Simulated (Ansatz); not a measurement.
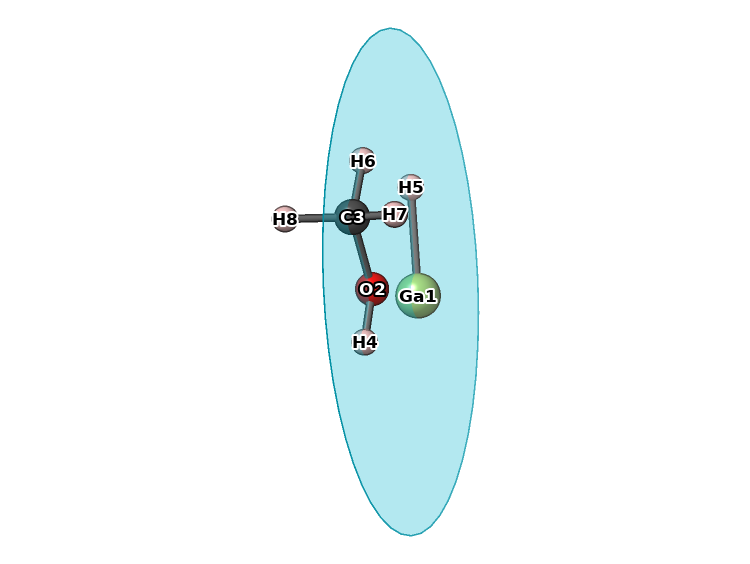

A disc through the centre of mass is drawn in. Depth is shown by fading: the farther an atom, the more it takes the colour of the background. The computed structure is the end point of a PBE0-D4/def2-TZVP optimisation.

Question: Is the plane of the disc a mirror plane of the structure?

Answer: Yes. The reflection leaves Ga1, O2, C3, H4, H5, H6 in place and moves H7 ↔ H8. The point group is Cs.
